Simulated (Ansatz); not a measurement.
Input file:

```
crystal:
  lattice:
    - [3.080880822, 0.0, 0.0]
    - [-1.540440411, 2.6681210579, 0.0]
    - [0.0, 0.0, 23.5949980967]
  atoms:
    - { symbol: Ti, position: [0.3333333333, 0.6666666667, 0.0509143514] }
    - { symbol: Ti, position: [0.6666666667, 0.3333333333, 0.9490856486] }
    - { symbol: Ti, position: [0.6666666667, 0.3333333333, 0.5509143514] }
    - { symbol: Ti, position: [0.3333333333, 0.6666666667, 0.4490856486] }
    - { symbol: Ti, position: [0.0, 0.0, 0.1529430627] }
    - { symbol: Ti, position: [0.0, 0.0, 0.8470569373] }
    - { symbol: Ti, position: [0.0, 0.0, 0.6529430627] }
    - { symbol: Ti, position: [0.0, 0.0, 0.3470569373] }
    - { symbol: Al, position: [0.3333333333, 0.6666666667, 0.25] }
    - { symbol: Al, position: [0.6666666667, 0.3333333333, 0.75] }
    - { symbol: C, position: [0.0, 0.0, 0.0] }
    - { symbol: C, position: [0.0, 0.0, 0.5] }
    - { symbol: C, position: [0.6666666667, 0.3333333333, 0.1079640455] }
    - { symbol: C, position: [0.3333333333, 0.6666666667, 0.8920359545] }
    - { symbol: C, position: [0.3333333333, 0.6666666667, 0.6079640455] }
    - { symbol: C, position: [0.6666666667, 0.3333333333, 0.3920359545] }
basis:
  ecutwfc: 420
kpoints:
  mp_grid: { grid: [15, 15, 2] }
hamiltonian:
  xc: pbe
scf:
  occupations: { method: gaussian, width: 0.1 }
output:
  forces: true
  stress: true
  eigenvalues: true
  write_density: true
  write_potential: true
  elf: true
  volumetric_format: npy
relax:
  adjacent_minimum: "off"
  f_tol: 0.005
  max_steps: 80
  cell: { stress_tol: 0.05 }
```

Command:

```sh
ansatz run input.yaml --threads 4 --pin off --max-ram 10240MiB --backend cpu --events-out ev --progress --plain --runs-dir out
```

Below, planes, directions and counts refer to the conventional cell (a = 3.08 Å, b = 3.08 Å, c = 23.59 Å, α = 90.00°, β = 90.00°, γ = 120.00°).

The fields are those of the relaxed geometry.

Space group P6₃/mmc; computed without spin polarisation.

Method: DFT PBE, scalar-relativistic, plane waves, PAW (Ansatz).

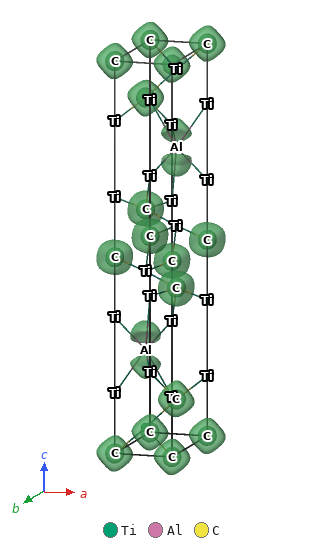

Ti₄AlC₃. Isosurface of the ELF at 0.7 (green), seen at an oblique angle. Only the valence region is drawn (cores and ρ < 0.01 e/Å³ removed). Sticks mark near contacts.

Core electrons are frozen (PAW), and the valence fields are smoothed inside the atomic spheres.

Question: Identify the bonds, lone pairs and shells in this picture.

Answer: The ELF exceeds this value in six regions wrapped around C (the valence shell of each) and four pockets between the atoms, centred on no nucleus (multi-centre or interstitial), counted in one cell of 16 atoms. Regions shared between cells count once. Profiles from the grid: Ti–C (2.07 Å): the ELF peaks at about 0.80 in the valence shell of C, 0.7 Å from its nucleus, and is about 0.30 at the midpoint. Ti–Al (2.90 Å): the ELF is about 0.50 at the midpoint.
